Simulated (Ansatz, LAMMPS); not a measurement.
# Structural relaxation of amorphous 84HfO2-16La2O3 (mol %) (83 atoms), part 2 of 4

Wanted: the relaxed structure of amorphous 84HfO2-16La2O3 (mol %) (83 atoms) and its electronic structure.

Ansatz 0.2.0; Kohn-Sham DFT, PBE, PAW (set soft_2), plane waves.

The cell: 21 Hf, 8 La and 54 O. The quench rate of 50 K/ps is orders of magnitude faster than experiment. The starting topology of bonds comes from the classical model. Only the Γ point is sampled in the main run, in a cell whose shortest periodic width is 11 Å. The levels lack spin–orbit coupling.

So far. Step 3 (Single point at the start): Neighbours are counted within 2.82 Å (O-Hf), 3.19 Å (O-La).

**4. Cell and atoms relaxed**

The cell is relaxed with the atoms, since the starting lattice needn't suit this functional.

Input file input.yaml:

```yaml
crystal:
  lattice:
    - [10.7526, 0.0, 0.0]
    - [0.0, 10.7526, 0.0]
    - [0.0, 0.0, 10.7526]
  atoms:
    [... the 83 atom lines of step 3 ...]
kpoints:
  mp_grid: { grid: [1, 1, 1] }
hamiltonian:
  xc: pbe
scf:
  occupations: { method: fermi_dirac, width: 0.025 }
output:
  forces: true
relax:
  f_tol: 0.04
  max_steps: 250
  cell: {}
```

The run is started by

```sh
$ ansatz run input.yaml --threads 4 --pin off --max-ram 8192MiB --backend cpu --events-out ev --progress --plain --runs-dir out
```

Numbers of over 12 decimals in the logs are rounded to 6 here.

The program printed:

```text
[...]
Crystal: 83 atoms, lattice volume = 1243.198 Å³
Basis set: ecut = 420 eV, 24207 PW (Γ), exchange–correlation on 144×144×144 points (8 copies of the dense FFT grid, shifted against one another)
Bands: 575, of which v1, the nominal top of the filled ones, is band 479 counted from 1 (478 counted from 0)
Symmetry: 1 space group operations
[...]
k-points: 1
[...]
SCF iter   1: F=—  HF=-410932.890485 eV  |F-HF|=—  |Δ(HF+E_count)|=         —  Δρ=3.46e-3  dr2=1.85e-1  ethr=1.77e-3  ⟨swp⟩=4.0  Hψ=1769  notcnv=0  defer=23
[...]
SCF iter  11: F=-410932.883838 eV  HF=-410932.883838 eV  |F-HF|=2.47e-8  |Δ(HF+E_count)|=   3.26e-8  Δρ=1.90e-6  dr2=4.43e-8  ethr=1.04e-11  ⟨swp⟩=4.0  Hψ=2015  notcnv=0
SCF 1 converged in 11 iterations: F = -410932.883838 eV  dr2 = 4.43e-8
[...]
relax step   1: F+E_penalty+E_count = -410932.88383812 eV  Δ(F+E_penalty+E_count) = +0.000e0 eV  max|allowed force component| = 1.444e0 eV/Å  Δτ_max = 0.0000 Å  P = -7.287 GPa  Ω = 1243.198 Å³  (11 SCF iters, dr2 threshold 1.00e-7 eV, accepted)
[... from here on, the SCF cycles and remarks between the steps are left out ...]
relax step   2: F+E_penalty+E_count = -410935.07111270 eV  Δ(F+E_penalty+E_count) = -2.187e0 eV  max|allowed force component| = 1.882e0 eV/Å  Δτ_max = 0.1975 Å  P = +4.677 GPa  Ω = 1139.323 Å³  energy of the carried Pulay correction = +4.017e-1 eV  (9 SCF iters, dr2 threshold 8.30e-6 eV, accepted)
relax step   3: F+E_penalty+E_count = -410936.16549613 eV  Δ(F+E_penalty+E_count) = -1.094e0 eV  max|allowed force component| = 5.625e-1 eV/Å  Δτ_max = 0.0956 Å  P = +0.217 GPa  Ω = 1171.423 Å³  energy of the carried Pulay correction = +2.739e-1 eV  (8 SCF iters, dr2 threshold 8.30e-6 eV, accepted)
relax step   4: F+E_penalty+E_count = -410936.75345338 eV  Δ(F+E_penalty+E_count) = -5.880e-1 eV  max|allowed force component| = 2.705e-1 eV/Å  Δτ_max = 0.2000 Å  P = +0.105 GPa  Ω = 1166.845 Å³  energy of the carried Pulay correction = +2.919e-1 eV  (8 SCF iters, dr2 threshold 8.30e-6 eV, accepted)
relax step   5: F+E_penalty+E_count = -410936.96979455 eV  Δ(F+E_penalty+E_count) = -2.163e-1 eV  max|allowed force component| = 1.680e-1 eV/Å  Δτ_max = 0.2000 Å  P = +0.006 GPa  Ω = 1164.507 Å³  energy of the carried Pulay correction = +3.011e-1 eV  (8 SCF iters, dr2 threshold 4.57e-6 eV, accepted)
relax step   6: F+E_penalty+E_count = -410937.07870403 eV  Δ(F+E_penalty+E_count) = -1.089e-1 eV  max|allowed force component| = 1.835e-1 eV/Å  Δτ_max = 0.2000 Å  P = -0.049 GPa  Ω = 1162.462 Å³  energy of the carried Pulay correction = +3.092e-1 eV  (8 SCF iters, dr2 threshold 1.76e-6 eV, accepted)
relax step   7: F+E_penalty+E_count = -410937.15350497 eV  Δ(F+E_penalty+E_count) = -7.480e-2 eV  max|allowed force component| = 2.509e-1 eV/Å  Δτ_max = 0.1950 Å  P = +0.070 GPa  Ω = 1159.922 Å³  energy of the carried Pulay correction = +3.193e-1 eV  (7 SCF iters, dr2 threshold 2.10e-6 eV, accepted)
relax step   8: F+E_penalty+E_count = -410937.20364059 eV  Δ(F+E_penalty+E_count) = -5.014e-2 eV  max|allowed force component| = 2.159e-1 eV/Å  Δτ_max = 0.1951 Å  P = +0.133 GPa  Ω = 1158.460 Å³  energy of the carried Pulay correction = +3.251e-1 eV  (7 SCF iters, dr2 threshold 3.93e-6 eV, accepted)
relax step   9: F+E_penalty+E_count = -410937.23839347 eV  Δ(F+E_penalty+E_count) = -3.475e-2 eV  max|allowed force component| = 1.757e-1 eV/Å  Δτ_max = 0.0832 Å  P = +0.098 GPa  Ω = 1158.977 Å³  energy of the carried Pulay correction = +3.231e-1 eV  (7 SCF iters, dr2 threshold 2.91e-6 eV, accepted)
relax step  10: F+E_penalty+E_count = -410937.25221332 eV  Δ(F+E_penalty+E_count) = -1.382e-2 eV  max|allowed force component| = 5.306e-2 eV/Å  Δτ_max = 0.1150 Å  P = +0.026 GPa  Ω = 1160.475 Å³  energy of the carried Pulay correction = +3.171e-1 eV  (7 SCF iters, dr2 threshold 1.93e-6 eV, accepted)
relax step  11: F+E_penalty+E_count = -410937.25495517 eV  Δ(F+E_penalty+E_count) = -2.742e-3 eV  max|allowed force component| = 3.757e-2 eV/Å  Δτ_max = 0.0256 Å  P = -0.006 GPa  Ω = 1160.491 Å³  energy of the carried Pulay correction = +3.170e-1 eV  (7 SCF iters, dr2 threshold 1.76e-7 eV, accepted)
relax step  12: F+E_penalty+E_count = -410937.06621251 eV  Δ(F+E_penalty+E_count) = +1.887e-1 eV  max|allowed force component| = 3.772e-2 eV/Å  Δτ_max = 0.0000 Å  P = -0.355 GPa  Ω = 1160.491 Å³  stress off target by 4.19e-1 GPa  SCF on the basis re-selected at this cell (its energy is not comparable with the rows above)  (8 SCF iters)
relax step  13: F+E_penalty+E_count = -410937.08449505 eV  Δ(F+E_penalty+E_count) = -1.828e-2 eV  max|allowed force component| = 2.300e-2 eV/Å  Δτ_max = 0.0173 Å  P = +0.004 GPa  Ω = 1156.699 Å³  energy of the carried Pulay correction = +1.401e-2 eV  (7 SCF iters, dr2 threshold 4.38e-7 eV, accepted)
relax step  14: F+E_penalty+E_count = -410937.07009694 eV  Δ(F+E_penalty+E_count) = +1.440e-2 eV  max|allowed force component| = 2.327e-2 eV/Å  Δτ_max = 0.0000 Å  P = -0.009 GPa  Ω = 1156.699 Å³  stress off target by 2.86e-2 GPa  SCF on the basis re-selected at this cell (its energy is not comparable with the rows above)  (7 SCF iters)
[...]
SCF converged after 7 iterations
Free energy (F): -410937.070097 eV
[...]
Internal energy: -410937.070097 eV  (E = F + TS)
E sigma→0 (E₀):  -410937.070097 eV
Fermi energy:    13.120206 eV
[...]
--- Forces (eV/Å), atoms counted from 1 ---
  atom   1  Hf    -0.00983707    -0.00563212     0.02327463
  atom   2  Hf    -0.02115947    -0.00418101     0.00818847
  atom   3  Hf    -0.01723725     0.00748807     0.00086564
  atom   4  Hf     0.00695830    -0.01822275    -0.01105356
  atom   5  Hf    -0.00162400     0.00245210     0.00509341
  atom   6  Hf     0.00216664    -0.00963790     0.00445740
  atom   7  Hf     0.00280718    -0.00596903    -0.00971194
  atom   8  Hf     0.00062684     0.00366902    -0.00731148
  atom   9  Hf    -0.00100020     0.00853465    -0.00119487
  atom  10  Hf    -0.01109379     0.01426636     0.00197876
  atom  11  Hf     0.00598758     0.00852845     0.00001513
  atom  12  Hf     0.00672565    -0.00045903    -0.00886520
  atom  13  Hf     0.01021518    -0.00511777    -0.00705725
  atom  14  Hf     0.00563259    -0.00331513     0.00790318
[...]
atom  82  O      0.00637648     0.00112216     0.00006358
  atom  83  O     -0.00237786    -0.00274735    -0.00326339
  max |Σ_I F_I| component: 7.31e-6 eV/Å
--- Stress (GPa, compression-positive) ---
       -0.004288       0.012651      -0.006833
        0.012651       0.003515      -0.006785
       -0.006833      -0.006785      -0.026265
  P = ⅓ Tr σ = -0.0090 GPa (-0.090 kbar)
--- Relaxed structure (12 steps of the walk, 12 accepted, 2 SCFs on fresh bases) ---
  F+E_penalty+E_count = -410937.07009694 eV   max|allowed force component| = 2.327e-2 eV/Å   (the final SCF, on the basis selected at the relaxed cell)
  cell:  # Å, volume = 1156.6992 Å³
    - [10.569427, -0.076768, 0.093826]
    - [-0.076768, 10.386879, -0.065685]
    - [0.093826, -0.065685, 10.538004]
  atoms:
    - { symbol: Hf, position: [0.217067, 0.787197, 0.639232] }
    - { symbol: Hf, position: [0.571102, 0.728563, 0.758909] }
    - { symbol: Hf, position: [0.326388, 0.522596, 0.794538] }
    - { symbol: Hf, position: [0.150894, 0.903445, 0.378836] }
[...]
- { symbol: O, position: [0.676997, 0.880922, 0.398513] }
```

It took 5.8 min on 4 threads of Arm Neoverse V1, shared host; peak memory 2.1 GiB; 22 min of CPU time.

Relaxation path:

```
step  energy less that of the first step (eV)  largest force component (eV/Å)  pressure (GPa)  volume (Å³)
   1                                   0.0000                          1.4441           -7.29      1243.20
   2                                  -2.1873                          1.8821            4.68      1139.32
   3                                  -3.2817                          0.5625            0.22      1171.42
   4                                  -3.8696                          0.2705            0.10      1166.85
   5                                  -4.0860                          0.1680            0.01      1164.51
   6                                  -4.1949                          0.1835           -0.05      1162.46
   7                                  -4.2697                          0.2509            0.07      1159.92
   8                                  -4.3198                          0.2159            0.13      1158.46
   9                                  -4.3546                          0.1757            0.10      1158.98
  10                                  -4.3684                          0.0531            0.03      1160.48
  11                                  -4.3711                          0.0376           -0.01      1160.49
 12*                                  -4.1824                          0.0377           -0.35      1160.49
  13                                  -4.2007                          0.0230            0.00      1156.70
 14*                                  -4.1863                          0.0233           -0.01      1156.70
```

Relaxation steps marked * repeat the geometry before them on a plane-wave basis chosen anew for their cell, so energy and pressure can jump there.

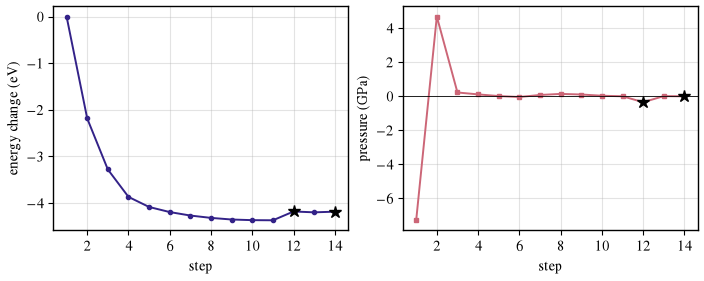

Energy and pressure along the relaxation. Stars mark steps on a basis chosen anew.

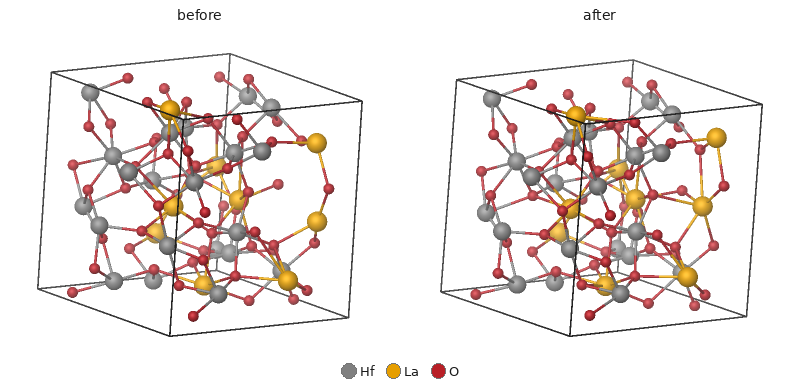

The structure before and after the relaxation, drawn at the same scale.

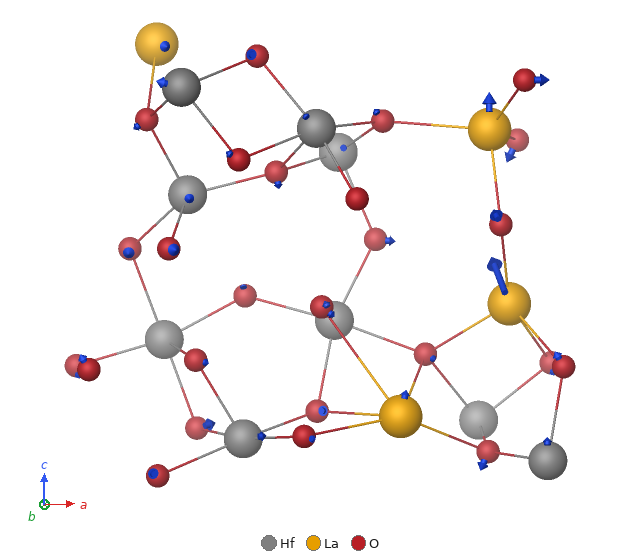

Displacements in the relaxation, exaggerated, measured against the changing cell; the longest in the cell stands for 1.14 Å. Drawn is a slice 5 Å thick, seen along the normal of the ac plane. Bonds to atoms that aren't drawn are left out.

```csv
cell as run,before,after,change
a (Å),10.753,10.570,-1.7 %
b (Å),10.753,10.387,-3.4 %
c (Å),10.753,10.539,-2.0 %
α (°),90.00,90.72,+0.8 %
β (°),90.00,88.98,-1.1 %
γ (°),90.00,90.84,+0.9 %
volume (Å³/atom),14.98,13.94,-7.0 %
```

The atoms that moved most (Å, as changes of fractional coordinates times the final cell):

```
atom      dx      dy      dz  length
La22  -0.207   0.927   0.634   1.141
La25   0.002   0.078   0.388   0.396
 O68  -0.072  -0.271  -0.256   0.379
 O52  -0.036  -0.321  -0.111   0.342
La26   0.193   0.269  -0.030   0.332
 O61  -0.074   0.278   0.164   0.331
 O51   0.313   0.020  -0.002   0.313
 O78  -0.134  -0.021  -0.274   0.305
```

The relaxation changed the energy by -50.4 meV/atom, and atoms moved by 0.21 Å r.m.s., 1.1 Å at most.

**5. Local order after relaxation**

Bonds before and after, by the cutoffs listed below:

```
pair  bonds before  bonds after  mean before (Å)  mean after (Å)  spread before (Å)  spread after (Å)
O-Hf           127          129            2.151           2.130              0.085             0.104
O-La            47           60            2.549           2.598              0.232             0.253
```

Density 8.22 g/cm³, 13.94 Å³ an atom.

g(r), total and by pair (bins of 0.2 Å):

| r (Å) | total | O-O | O-Hf | O-La | Hf-Hf | Hf-La | La-La |
| --- | --- | --- | --- | --- | --- | --- | --- |
| 1.90 | 0.10 | 0.00 | 0.31 | 0.00 | 0.00 | 0.00 | 0.00 |
| 2.10 | 3.15 | 0.00 | 9.54 | 0.00 | 0.00 | 0.00 | 0.00 |
| 2.30 | 0.89 | 0.06 | 1.50 | 2.93 | 0.00 | 0.00 | 0.00 |
| 2.50 | 0.75 | 0.49 | 0.20 | 3.77 | 0.00 | 0.00 | 0.00 |
| 2.70 | 1.08 | 2.06 | 0.06 | 1.46 | 0.00 | 0.00 | 0.00 |
| 2.90 | 1.24 | 2.67 | 0.00 | 0.89 | 0.00 | 0.00 | 0.00 |
| 3.10 | 0.91 | 1.79 | 0.09 | 0.66 | 0.64 | 0.00 | 0.00 |
| 3.30 | 1.04 | 1.66 | 0.29 | 0.19 | 2.88 | 0.72 | 0.00 |
| 3.50 | 0.88 | 0.82 | 0.43 | 0.35 | 2.54 | 3.52 | 1.12 |
| 3.70 | 0.89 | 0.53 | 0.92 | 0.70 | 1.98 | 2.39 | 3.08 |
| 3.90 | 0.88 | 0.58 | 1.05 | 0.55 | 1.91 | 1.81 | 0.96 |
| 4.10 | 1.22 | 1.03 | 1.33 | 1.08 | 1.27 | 2.33 | 1.71 |
| 4.30 | 1.09 | 0.91 | 1.27 | 1.27 | 0.68 | 1.18 | 3.21 |
| 4.50 | 0.93 | 0.50 | 1.54 | 1.11 | 0.10 | 1.35 | 0.70 |
| 4.70 | 0.81 | 0.44 | 1.40 | 0.77 | 0.57 | 0.49 | 0.66 |
| 4.90 | 1.04 | 0.91 | 1.33 | 1.23 | 0.43 | 0.57 | 0.60 |
| 5.10 | 0.97 | 1.06 | 0.91 | 1.23 | 0.72 | 0.42 | 0.00 |

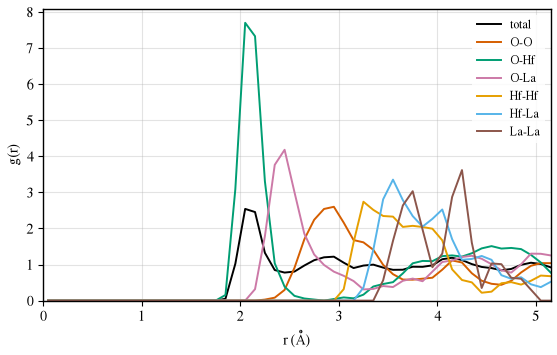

Pair distribution functions, lightly smoothed.

Bonds by pair of elements; cutoffs follow the first minimum of g(r), held within bounds set by covalent radii, and pairs that aren't listed don't count as bonded:

| pair A-B | cutoff (Å) | bonds | mean length (Å) | spread (Å) | shortest (Å) | B about A | A about B |
| --- | --- | --- | --- | --- | --- | --- | --- |
| O-Hf | 2.83 | 129 | 2.13 | 0.104 | 1.96 | 2.39 | 6.14 |
| O-La | 3.19 | 60 | 2.60 | 0.253 | 2.23 | 1.11 | 7.5 |

How many atoms have how many bonded neighbours:

```
element  mean   3   4  5   6  7  8  9
     Hf  6.14   0   0  1  17  2  1  0
     La   7.5   0   0  0   0  5  2  1
      O   3.5  28  25  1   0  0  0  0
```

Bond angles, per cent of each kind in bins of 5°:

```
angle (°)  O-Hf-O  Hf-O-La  Hf-O-Hf  La-O-La
    55–60     0.3      0.0      0.0      0.0
    60–65     0.6      0.0      0.0      0.0
    65–70     2.4      0.0      0.0      0.0
    70–75     6.3      0.0      0.0      0.0
    75–80    13.7      0.0      0.0      0.0
    80–85    10.1      5.9      1.0      9.1
    85–90    11.3      5.0      2.9      9.1
    90–95     9.2     12.6      3.9      4.5
   95–100     7.8     10.9      9.7     18.2
  100–105     6.0     16.8     27.2     13.6
  105–110     3.6     10.1      7.8      0.0
  110–115     3.3      7.6      5.8      9.1
  115–120     1.2      4.2      5.8      4.5
  120–125     0.9      8.4      5.8      9.1
  125–130     1.2      5.9      4.9      4.5
  130–135     1.2      6.7      8.7      9.1
  135–140     2.7      1.7      4.9      4.5
  140–145     1.8      1.7      2.9      0.0
  145–150     2.1      2.5      4.9      0.0
  150–155     2.4      0.0      1.0      0.0
  155–160     2.7      0.0      1.9      4.5
  160–165     5.1      0.0      1.0      0.0
  165–170     3.0      0.0      0.0      0.0
  170–175     0.6      0.0      0.0      0.0
  175–180     0.6      0.0      0.0      0.0
```

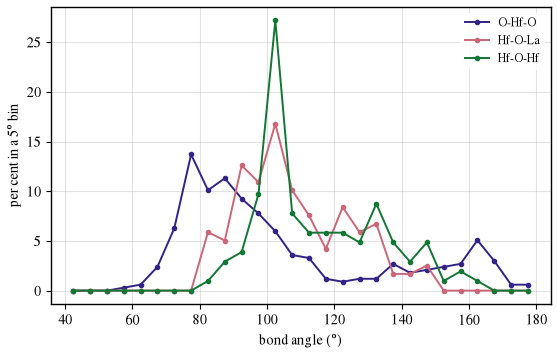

Distributions of the most common bond angles.

Bond angles (no mean is given where the spread exceeds 20°):

```csv
angle,count,mean (°),spread (°)
O-Hf-O,335,-,-
Hf-O-La,119,108,16.4
Hf-O-Hf,103,115,18.3
La-O-La,22,110,18.9
```

Bond length by coordination (bonds to H left out):

| element | coordination | atoms | mean bond length (Å) |
| --- | --- | --- | --- |
| Hf | 5 | 1 | 2.05 |
| Hf | 6 | 17 | 2.12 |
| Hf | 7 | 2 | 2.17 |
| Hf | 8 | 1 | 2.23 |
| La | 7 | 5 | 2.55 |
| La | 8 | 2 | 2.63 |
| La | 9 | 1 | 2.72 |
| O | 3 | 28 | 2.18 |
| O | 4 | 25 | 2.35 |
| O | 5 | 1 | 2.59 |

First main peaks of g(r), for some of the pairs, lie near 2.9 Å (O-O), 2.1 Å (O-Hf), 2.5 Å (O-La), 3.3 Å (Hf-Hf) and 3.6 Å (Hf-La). Counting bonds as in the table, 81 % of Hf atoms have 6, 62 % of La atoms have 7 and 52 % of O atoms have 3 bonded neighbours.

(Part 2 of 4 ends here.)

[Logs are printed without paths, hosts, clocks, repeated set-up lines and the standing remarks that a program may print on its own settings, such as how far it seeks lower states.]

[Hosts, paths, dates, database ids (printed as entryN), source tags and the programs' standing remarks are cut or masked in the printed files.]
